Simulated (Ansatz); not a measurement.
# What a change does: single-point calculation on HBr

System: HBr.
Method of run 1: RKS r2SCAN-D4/def2-TZVPPD (Ansatz 0.2.0).

The geometry comes from this level: PBE0-D4/def2-TZVP. Text and figures count atoms from 1; the logs count them from 0 in places.

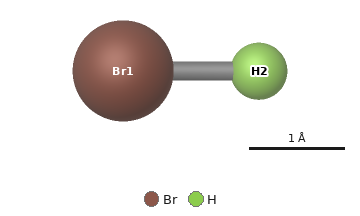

Fig. 1: The input geometry (ball-and-stick view, seen on its broad side; atoms are numbered from 1 in the order of the input). Bond lengths as drawn: Br–H 1.44 Å.

### The input, run 1
```yaml
crystal:
  periodic: [false, false, false]
  atoms:
    - {symbol: Br, position_ang: [0.817768, 1.251798, -4.045518]}
    - {symbol: H, position_ang: [0.547361, 0.832285, -2.694425]}
basis:
  gaussian: {orbitals: "def2-TZVPPD.json"}
hamiltonian: {xc: r2scan, dispersion: d4}
```

Launched with:
```bash
ansatz run in.yaml --threads 4 --pin off --events-out ev --progress --plain --max-ram 9574MiB
```

Hardware: 4 threads of AMD EPYC, 15 GiB of memory available, shared host.

### Output (run 1)
```
Functional definition: r2SCAN
  parameter k0 = 0.174
  parameter k1 = 0.065
  parameter a1 = 4.9479
  exchange = r2scan_x(k0 = k0, k1 = k1, a1 = a1)
  correlation = r2scan_c
479 factors; their error is unknown
mean field evaluation 1: about -70062.1718 eV, gradient 7.6e0 eV
mean field evaluation 2: about -70062.2465 eV, gradient 4.7e0 eV
mean field evaluation 4: about -70062.3035 eV, gradient 6.9e-2 eV
mean field evaluation 8: about -70062.2959 eV, gradient 3.6e-3 eV
mean field -70062.29588185 eV, -2574.7418837282 hartree, gradient 1.6e-5 eV, S^2 0.000000; 0 other end points of the search recorded, 0 dependent functions left out
reference -70062.29589334 eV, -2574.7418841505 hartree; 18, 18 occupied and 56, 56 virtual orbitals, 479 factors
Total energy: -70062.29735430 eV, -2574.7419378398 hartree
```

For run 2 the input was changed thus:
```diff
-    - {symbol: Br, position_ang: [0.817768, 1.251798, -4.045518]}
-    - {symbol: H, position_ang: [0.547361, 0.832285, -2.694425]}
+    - {symbol: Br, position_ang: [0.815906, 1.248909, -4.036214]}
+    - {symbol: H, position_ang: [0.549223, 0.835174, -2.703729]}
```

Predict how the results change.

With the same method and basis, run 2 lies 0.12 kcal/mol lower.

### Output (run 2)
```
Functional definition: r2SCAN
  parameter k0 = 0.174
  parameter k1 = 0.065
  parameter a1 = 4.9479
  exchange = r2scan_x(k0 = k0, k1 = k1, a1 = a1)
  correlation = r2scan_c
479 factors; their error is unknown
mean field evaluation 1: about -70062.1715 eV, gradient 7.7e0 eV
mean field evaluation 2: about -70062.2485 eV, gradient 4.8e0 eV
mean field evaluation 4: about -70062.3083 eV, gradient 6.8e-2 eV
mean field evaluation 8: about -70062.3009 eV, gradient 5.4e-2 eV
mean field -70062.30092662 eV, -2574.7420691202 hartree, gradient 1.5e-5 eV, S^2 0.000000; 0 other end points of the search recorded, 0 dependent functions left out
reference -70062.30093809 eV, -2574.7420695416 hartree; 18, 18 occupied and 56, 56 virtual orbitals, 479 factors
Total energy: -70062.30239718 eV, -2574.7421231621 hartree
```

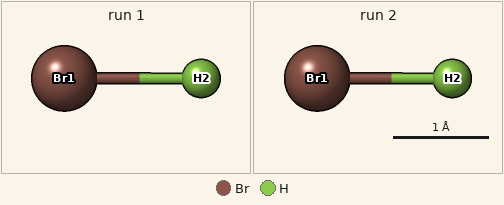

Fig. 2: The two input geometries at one scale (ball-and-stick view, seen on its broad side). The largest moves after the best rigid fit, 0.010 Å, are those of Br1 and H2. By element the largest moves are H 0.010 Å, Br 0.010 Å. Among the contacts that change: Br1–H2 1.440 → 1.420 Å.

### The two runs side by side

```tsv
quantity	run 1	run 2
outcome	converged	converged
total energy (hartree)	−2574.741938	−2574.742123
basis functions	74	74
```
